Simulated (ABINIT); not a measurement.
## Ba2TaBiO6 (R-3): G0W0 in ABINIT against the plane-wave cutoff

Aim: move the plane-wave cutoff of a G0W0 run on Ba2TaBiO6 (R-3) over a wide range.

Program: ABINIT 10.8.3. Level of theory: LDA and many-body steps on it, plane waves. Results are calculated unless marked as measured.

## Step 1: Set-up

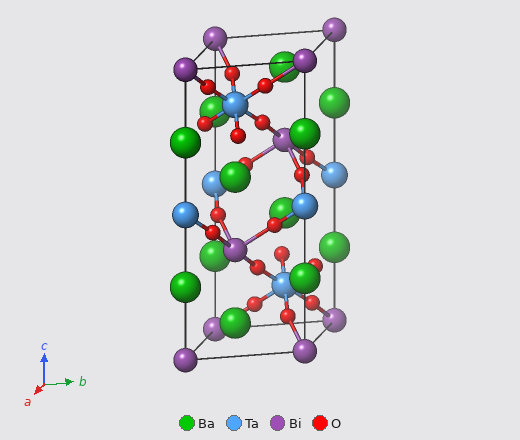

The cell as given, slightly off an axis (barium green, tantalum blue, bismuth purple, oxygen red). This picture shows the conventional cell, with its axes. Bonds to atoms that aren't drawn are left out. Some periodic images of atoms are drawn too.

The cell and positions are those that the Materials Project relaxed with its own functionals (PBE, PBE+U or r2SCAN), kept fixed. Spin-orbit coupling is left out unless a step names it.

## Step 2: Empty states on the mesh, 2×2×2 mesh, 515 bands

This step: ABINIT 10.8.3; DFT, LDA, plane waves, norm-conserving pseudopotentials.

The sums over transitions need many empty states on a uniform mesh; this step solves for them.

run.abi reads:

```
acell 3*1.0 Angstrom
rprim 
  3.075626834241 1.775713980676 4.956223105800
  -3.075626834241 1.775713980676 4.956223105800
  0.000000000000 -3.551427961352 4.956223105800
ntypat 4
znucl 56 73 83 8
natom 10
typat 1 1 2 3 4 4 4 4 4 4
xred 
  0.748816000000 0.748816000000 0.748816000000
  0.251184000000 0.251184000000 0.251184000000
  0.500000000000 0.500000000000 0.500000000000
  0.000000000000 0.000000000000 0.000000000000
  0.725510000000 0.218856000000 0.322035000000
  0.218856000000 0.322035000000 0.725510000000
  0.322035000000 0.725510000000 0.218856000000
  0.274490000000 0.781144000000 0.677965000000
  0.677965000000 0.274490000000 0.781144000000
  0.781144000000 0.677965000000 0.274490000000
pp_dirpath "pseudos"
pseudos "Ba.upf, Ta.upf, Bi.upf, O.upf"
ecut 36
ngkpt 2 2 2
nshiftk 1
shiftk 0 0 0
kptopt 1
chksymbreak 0
iscf -2
irdden 1
istwfk *1
nband 515
nbdbuf 46
tolwfr 1e-09
nstep 60
prtvol 0
indata_prefix "in"
outdata_prefix "out"
tmpdata_prefix "tmp"
```

Started as:

```sh
$ OMP_NUM_THREADS=2 mpirun -n 4 abinit run.abi > log
```

Numbers of over 12 decimals in the logs are rounded to 6 here.

The log of the run:

```text
.Version 10.8.3 of ABINIT. v10.8.2 released Aug 2026.

 Symmetries : space group R-3 (#148); Bravais hR (rhombohedral)
[... echo of the input left out ...]
== DATASET  1 ==================================================================
-   mpi_nproc: 4, omp_nthreads: 2 (-1 if OMP is not activated)

--- !DatasetInfo
iteration_state: {dtset: 1, }
dimensions: {natom: 10, nkpt: 4, mband: 515, nsppol: 1, nspinor: 1, nspden: 1, mpw: 11312, }
cutoff_energies: {ecut:  36.0, pawecutdg:  -1.0, }
[...]
4.04642    4.04642    4.04779    4.04780    4.04885    4.05491    4.06035    4.06036
   4.08009    4.09534    4.09592    4.09953    4.10096    4.11707    4.11779    4.11916
   4.12577    4.13057    4.13265
 prteigrs : prtvol=0 or 1, do not print more k-points.

== END DATASET(S) ==============================================================
================================================================================

 -outvars: echo values of variables after computation  --------
            nband         515
             nkpt           4
          spgroup         148
 [... the other variables as echoed above ...]

 Calculation completed.
```

It took 7 min on 4 MPI ranks of AMD EPYC 9B14 (Zen 4), shared host; peak memory 0.86 GiB; 42 min of CPU time.

This step gave:

- gap: 2.566 eV
- k of the valence top: 0.5, 0.5, 0.5
- k of the conduction bottom: 0.5, 0, 0
- least direct gap: 2.595 eV
- k points computed: 4
- lowest point of the top converged band, above the valence top: 99.5028 eV

On this mesh the gap is 2.566 eV.

The density comes from a self-consistent run that is not shown.

## Step 3: Empty states on the mesh, 2×2×2 mesh, 164 bands

Changes to run.abi since step 2:

```diff
@@ -22,3 +22,3 @@
 pseudos "Ba.upf, Ta.upf, Bi.upf, O.upf"
-ecut 36
+ecut 22
 ngkpt 2 2 2
@@ -31,4 +31,4 @@
 istwfk *1
-nband 515
-nbdbuf 46
+nband 164
+nbdbuf 14
 tolwfr 1e-09
```

The log of the run:

```text
.Version 10.8.3 of ABINIT. v10.8.2 released Aug 2026.

 Symmetries : space group R-3 (#148); Bravais hR (rhombohedral)
[... echo of the input left out ...]
== DATASET  1 ==================================================================
-   mpi_nproc: 4, omp_nthreads: 2 (-1 if OMP is not activated)

--- !DatasetInfo
iteration_state: {dtset: 1, }
dimensions: {natom: 10, nkpt: 4, mband: 164, nsppol: 1, nspinor: 1, nspden: 1, mpw: 5455, }
cutoff_energies: {ecut:  22.0, pawecutdg:  -1.0, }
[...]
1.55683    1.55941    1.56158    1.56158    1.56276    1.60333    1.61532    1.61532
   1.61775    1.61921    1.61921    1.62938    1.62938    1.64548    1.64738    1.65057
   1.65057    1.65123    1.65124    1.68551
 prteigrs : prtvol=0 or 1, do not print more k-points.

== END DATASET(S) ==============================================================
================================================================================

 -outvars: echo values of variables after computation  --------
            nband         164
             nkpt           4
          spgroup         148
 [... the other variables as echoed above ...]

 Calculation completed.
```

The job ended after 33 s (4 MPI ranks; peak memory 0.43 GiB; 2.8 min of CPU time).

This step gave:

| Quantity | Value |
| --- | --- |
| gap | 2.537 eV |
| k of the valence top | 0.5, 0.5, 0.5 |
| k of the conduction bottom | 0.5, 0, 0 |
| least direct gap | 2.566 eV |
| k points computed | 4 |
| lowest point of the top converged band, above the valence top | 36.80 eV |

On this mesh the gap is 2.537 eV.

## Step 4: Empty states on the mesh, 2×2×2 mesh, 164 bands

Changes to run.abi since step 3:

```diff
@@ -22,3 +22,3 @@
 pseudos "Ba.upf, Ta.upf, Bi.upf, O.upf"
-ecut 22
+ecut 29
 ngkpt 2 2 2
```

The log of the run:

```text
.Version 10.8.3 of ABINIT. v10.8.2 released Aug 2026.

 Symmetries : space group R-3 (#148); Bravais hR (rhombohedral)
[... echo of the input left out ...]
== DATASET  1 ==================================================================
-   mpi_nproc: 4, omp_nthreads: 2 (-1 if OMP is not activated)

--- !DatasetInfo
iteration_state: {dtset: 1, }
dimensions: {natom: 10, nkpt: 4, mband: 164, nsppol: 1, nspinor: 1, nspden: 1, mpw: 8182, }
cutoff_energies: {ecut:  29.0, pawecutdg:  -1.0, }
[...]
1.55543    1.55679    1.55926    1.55926    1.56003    1.60323    1.61340    1.61340
   1.61496    1.61773    1.61773    1.62712    1.62712    1.64296    1.64605    1.64844
   1.64845    1.64962    1.64964    1.68551
 prteigrs : prtvol=0 or 1, do not print more k-points.

== END DATASET(S) ==============================================================
================================================================================

 -outvars: echo values of variables after computation  --------
            nband         164
             nkpt           4
          spgroup         148
 [... the other variables as echoed above ...]

 Calculation completed.
```

The job ended after 51 s (4 MPI ranks; peak memory 0.52 GiB).

This step gave:

```
gap                                                           : 2.564 eV
k of the valence top                                          : 0.5, 0.5, 0.5
k of the conduction bottom                                    : 0.5, 0, 0
least direct gap                                              : 2.594 eV
k points computed                                             : 4
lowest point of the top converged band, above the valence top : 36.82 eV
```

On this mesh the gap is 2.564 eV.

## Step 5: Empty states on the mesh, 2×2×2 mesh, 164 bands

Changes to run.abi since step 4:

```diff
@@ -22,3 +22,3 @@
 pseudos "Ba.upf, Ta.upf, Bi.upf, O.upf"
-ecut 29
+ecut 45
 ngkpt 2 2 2
```

The log of the run:

```text
.Version 10.8.3 of ABINIT. v10.8.2 released Aug 2026.

 Symmetries : space group R-3 (#148); Bravais hR (rhombohedral)
[... echo of the input left out ...]
== DATASET  1 ==================================================================
-   mpi_nproc: 4, omp_nthreads: 2 (-1 if OMP is not activated)

--- !DatasetInfo
iteration_state: {dtset: 1, }
dimensions: {natom: 10, nkpt: 4, mband: 164, nsppol: 1, nspinor: 1, nspden: 1, mpw: 15833, }
cutoff_energies: {ecut:  45.0, pawecutdg:  -1.0, }
[...]
1.55506    1.55627    1.55877    1.55877    1.55940    1.60316    1.61292    1.61292
   1.61434    1.61743    1.61743    1.62664    1.62664    1.64239    1.64566    1.64779
   1.64780    1.64941    1.64941    1.68458
 prteigrs : prtvol=0 or 1, do not print more k-points.

== END DATASET(S) ==============================================================
================================================================================

 -outvars: echo values of variables after computation  --------
            nband         164
             nkpt           4
          spgroup         148
 [... the other variables as echoed above ...]

 Calculation completed.
```

Run time: 99 s. Hardware: 4 MPI ranks; peak memory 0.6 GiB; 9.3 min of CPU time.

This step gave:

```
gap                                                           : 2.566 eV
k of the valence top                                          : 0.5, 0.5, 0.5
k of the conduction bottom                                    : 0.5, 0, 0
least direct gap                                              : 2.594 eV
k points computed                                             : 4
lowest point of the top converged band, above the valence top : 36.82 eV
```

On this mesh the gap is 2.566 eV.

## Step 6: Screening, 2×2×2 mesh, 150 bands, screening to 130.6 eV

The RPA dielectric matrix is built and inverted for each q.

This step: RPA screening on LDA, plane waves, norm-conserving pseudopotentials.

Changes to run.abi since step 5:

```diff
@@ -22,3 +22,3 @@
 pseudos "Ba.upf, Ta.upf, Bi.upf, O.upf"
-ecut 45
+ecut 22
 ngkpt 2 2 2
@@ -28,10 +28,11 @@
 chksymbreak 0
-iscf -2
-irdden 1
 istwfk *1
-nband 164
-nbdbuf 14
-tolwfr 1e-09
-nstep 60
-prtvol 0
+occopt 1
+irdwfk 1
+optdriver 3
+nband 150
+ecuteps 4.8
+inclvkb 2
+awtr 1
+symchi 1
 indata_prefix "in"
```

Started as:

```sh
$ OMP_NUM_THREADS=1 mpirun -n 8 abinit run.abi > log
```

The log of the run:

```text
.Version 10.8.3 of ABINIT. v10.8.2 released Aug 2026.

 Symmetries : space group R-3 (#148); Bravais hR (rhombohedral)
[... echo of the input left out ...]
== DATASET  1 ==================================================================
-   mpi_nproc: 8, omp_nthreads: 1 (-1 if OMP is not activated)

--- !DatasetInfo
iteration_state: {dtset: 1, }
dimensions: {natom: 10, nkpt: 4, mband: 150, nsppol: 1, nspinor: 1, nspden: 1, mpw: 5455, }
cutoff_energies: {ecut:  22.0, pawecutdg:  -1.0, }
electrons: {nelect:   8.40000000E+01, charge:   0.00000000E+00, occopt:   1.00000000E+00, tsmear:   1.00000000E-02, }

 SCREENING: Calculation of the susceptibility and dielectric matrices

 Based on a program developped by R.W. Godby, V. Olevano, G. Onida, and L. Reining.
 Incorporated in ABINIT by V. Olevano, G.-M. Rignanese, and M. Torrent.
.Using double precision arithmetic ; gwpc =  8

[... cell and pseudopotentials left out ...]
--------------------------------------------------------------------------------

 ==== K-mesh for the wavefunctions ====
 Number of points in the irreducible wedge :     4
[... list of points left out ...]
 Together with  6 symmetry operations and time-reversal symmetry
 yields     8 points in the full Brillouin Zone.

 ==== Q-mesh for the screening function ====
 Number of points in the irreducible wedge :     4
[... list of points left out ...]
 Together with  6 symmetry operations and time-reversal symmetry
 yields     8 points in the full Brillouin Zone.

 setmesh: FFT mesh size selected  =    36x   36x   36
          total number of points  =        46656

 vcoul_init : cutoff-mode = AUXILIARY_FUNCTION
 q-points for optical limit:   1
     1)      0.000010    0.000020    0.000030

- screening: taking advantage of time-reversal symmetry
- Maximum band index for partially occupied states nbvw = 42
- Remaining bands to be divided among processors   nbcw = 108
- Number of bands treated by each node ~13

 Number of electrons calculated from density =   84.0000; Expected =   84.0000
 average of density, n =  0.076643
 r_s =    1.4604
 omega_plasma =   26.7050 [eV]

 calculating chi0 at frequencies [eV] :
  1    0.000000E+00    0.000000E+00
  2    0.000000E+00    2.670500E+01

--------------------------------------------------------------------------------
  q-point number  1        q = ( 0.000000, 0.000000, 0.000000) [r.l.u.]
--------------------------------------------------------------------------------
[... chi0 elements left out ...]
 For q-point:  0.000010 0.000020 0.000030
  dielectric constant =   6.7067
  dielectric constant without local fields =   7.3266

  Average fulfillment of the sum rule on Im[epsilon] for q-point    1 :     54.02  [%]
[... wings left out ...]
  q-point number  2        q = ( 0.500000, 0.000000, 0.000000) [r.l.u.]
--------------------------------------------------------------------------------
[... chi0 elements left out ...]
  Average fulfillment of the sum rule on Im[epsilon] for q-point    2 :     61.91  [%]

 [... 2 further q-points ...]
```

Run time: 24 s. Hardware: 8 MPI ranks; peak memory 2.9 GiB; 3.1 min of CPU time.

This step gave:

```
ε∞ with local fields, on this mesh, along the program's q direction : 6.707
the same without local fields                                       : 7.327
plasma frequency                                                    : 26.70 eV
plane waves in the screening matrix                                 : 537
```

Local fields lower ε∞ by 8 %. On a Γ-centred mesh this coarse the value itself is usually too large, while a short band sum pulls it down.

## Step 7: 22 Ha

This step: G0W0 on LDA, plane waves, norm-conserving pseudopotentials.

Changes to run.abi since step 6:

```diff
@@ -31,8 +31,19 @@
 irdwfk 1
-optdriver 3
+optdriver 4
 nband 150
+gwcalctyp 0
+ecutsigx 22
+symsigma 1
+nkptgw 3
+kptgw 
+  0.5000000000 0.5000000000 0.5000000000
+  0.5000000000 0.0000000000 0.0000000000
+  0.0000000000 0.0000000000 0.0000000000
+bdgw 
+  41 45
+  41 44
+  40 44
 ecuteps 4.8
-inclvkb 2
-awtr 1
-symchi 1
+irdscr 1
+ppmodel 1
 indata_prefix "in"
```

The log of the run:

```text
.Version 10.8.3 of ABINIT. v10.8.2 released Aug 2026.

 Symmetries : space group R-3 (#148); Bravais hR (rhombohedral)
[... echo of the input left out ...]
== DATASET  1 ==================================================================
-   mpi_nproc: 8, omp_nthreads: 1 (-1 if OMP is not activated)

--- !DatasetInfo
iteration_state: {dtset: 1, }
dimensions: {natom: 10, nkpt: 4, mband: 150, nsppol: 1, nspinor: 1, nspden: 1, mpw: 5455, }
cutoff_energies: {ecut:  22.0, pawecutdg:  -1.0, }
electrons: {nelect:   8.40000000E+01, charge:   0.00000000E+00, occopt:   1.00000000E+00, tsmear:   1.00000000E-02, }

 SIGMA: Calculation of the GW corrections

 Based on a program developped by R.W. Godby, V. Olevano, G. Onida, and L. Reining.
 Incorporated in ABINIT by V. Olevano, G.-M. Rignanese, and M. Torrent.
.Using double precision arithmetic ; gwpc =  8

[... cell and pseudopotentials left out ...]
--------------------------------------------------------------------------------

 ==== K-mesh for the wavefunctions ====
 Number of points in the irreducible wedge :     4
[... list of points left out ...]
 Together with  6 symmetry operations and time-reversal symmetry
 yields     8 points in the full Brillouin Zone.

 ==== Q-mesh for screening function ====
 Number of points in the irreducible wedge :     4
[... list of points left out ...]
 Together with  6 symmetry operations and time-reversal symmetry
 yields     8 points in the full Brillouin Zone.

 vcoul_init : cutoff-mode = AUXILIARY_FUNCTION
 q-points for optical limit:   1
     1)      0.000010    0.000020    0.000030
 setmesh: FFT mesh size selected  =    50x   50x   50
          total number of points  =       125000

 Number of electrons calculated from density =   84.0000; Expected =   84.0000
 average of density, n =  0.076643
 r_s =    1.4604
 omega_plasma =   26.7050 [eV]

 === KS Band Gaps ===
  >>>> For spin  1
   Minimum direct gap =   2.5657 [eV], located at k-point      :   0.5000  0.0000  0.0000
   Fundamental gap    =   2.5369 [eV], Top of valence bands at :   0.5000  0.5000  0.5000
                                       Bottom of conduction at :   0.5000  0.0000  0.0000
 SIGMA fundamental parameters:
 PLASMON POLE MODEL  1
 number of plane-waves for SigmaX                 5455
 number of plane-waves for SigmaC and W            537
 number of plane-waves for wavefunctions          5455
 number of bands                                   150
 number of independent spin polarizations            1
 number of spinorial components                      1
 number of k-points in IBZ                           4
 number of q-points in IBZ                           4
 number of symmetry operations                       6
 number of k-points in BZ                            8
 number of q-points in BZ                            8
 number of frequencies for dSigma/dE                 9
 frequency step for dSigma/dE [eV]                0.25
 number of omega for Sigma on real axis              0
 max omega for Sigma on real axis  [eV]           0.00
 zcut for avoiding poles [eV]                     0.10

 EPSILON^-1 parameters (SCR file):
 dimension of the eps^-1 matrix on file            537
 dimension of the eps^-1 matrix used               537
 number of plane-waves for wavefunctions          5455
 number of bands                                   150
 number of q-points in IBZ                           4
 number of frequencies                               2
 number of real frequencies                          1
 number of imag frequencies                          1

 matrix elements of self-energy operator (all in [eV])

 Perturbative Calculation

--- !SelfEnergy_ee
iteration_state: {dtset: 1, }
kpoint     : [   0.500,    0.500,    0.500, ]
spin       : 1
KS_gap     :    2.669
QP_gap     :    3.752
Delta_QP_KS:    1.082
data: !SigmaeeData |
     Band     E0 <VxcDFT>   SigX SigC(E0)      Z dSigC/dE  Sig(E)    E-E0       E
       41   4.333 -18.409 -23.213   5.057   0.766  -0.306 -18.215   0.193   4.526
       42   5.862 -19.802 -22.990   3.694   0.788  -0.270 -19.404   0.398   6.259
       43   8.531 -14.057  -9.227  -3.036   0.825  -0.211 -12.577   1.480  10.011
       44   8.991 -14.518  -9.700  -2.965   0.825  -0.213 -12.990   1.528  10.519
       45   8.991 -14.518  -9.700  -2.965   0.825  -0.213 -12.990   1.528  10.519

--- !SelfEnergy_ee
iteration_state: {dtset: 1, }
kpoint     : [   0.500,    0.000,    0.000, ]
spin       : 1
KS_gap     :    2.566
QP_gap     :    3.665
Delta_QP_KS:    1.100
data: !SigmaeeData |
     Band     E0 <VxcDFT>   SigX SigC(E0)      Z dSigC/dE  Sig(E)    E-E0       E
       41   4.613 -18.633 -23.281   4.952   0.767  -0.304 -18.400   0.234   4.846
[...]
--- !SelfEnergy_ee
iteration_state: {dtset: 1, }
kpoint     : [   0.000,    0.000,    0.000, ]
spin       : 1
KS_gap     :    3.940
QP_gap     :    4.836
Delta_QP_KS:    0.896
data: !SigmaeeData |
     Band     E0 <VxcDFT>   SigX SigC(E0)      Z dSigC/dE  Sig(E)    E-E0       E
[...]
42   5.070 -19.075 -23.125   4.472   0.773  -0.294 -18.749   0.326   5.396
       43   9.010 -12.977  -8.834  -2.672   0.830  -0.204 -11.756   1.222  10.232
       44   9.230 -15.262  -9.436  -3.492   0.815  -0.227 -13.359   1.902  11.132

== END DATASET(S) ==============================================================
================================================================================

 -outvars: echo values of variables after computation  --------
           etotal      0.0000000000E+00
            nband         150
             nkpt           4
          spgroup         148
 [... the other variables as echoed above ...]

 Calculation completed.
```

The job ended after 21 s (8 MPI ranks; peak memory 1.8 GiB).

Numbers from this step:

```
G0W0 gap on the points computed              : 3.630 eV
starting gap on the mesh                     : 2.537 eV
k of the valence top                         : 0.5, 0.5, 0.5
k of the conduction bottom                   : 0.5, 0, 0
Z at the valence top                         : 0.788
Z at the conduction bottom                   : 0.827
least direct G0W0 gap on the computed points : 3.665 eV
```

[end of part 1 of 2]

[Paths, hosts, dates, memory and timing lines, banners, echoed tables and standing remarks are left out of the program output.]

[Logs are printed without paths, hosts, clocks, repeated set-up lines and the standing remarks that a program may print on its own settings, such as how far it seeks lower states.]

[Runs of the session that timed out or met a known fault of the program may be left out.]

[Hosts, paths, dates, database ids (printed as entryN), source tags and the programs' standing remarks are cut or masked in the printed files.]

[G0W0 gaps are taken among the corrected bands and points alone; a level outside them can change the order at an edge.]

[Where Ansatz stands beside ABINIT at settings called matched, ABINIT's density can come from a denser mesh and the files from another edition; pairs whose starting gaps differed by over 0.03 eV were left out, so agreement reads better than it is.]
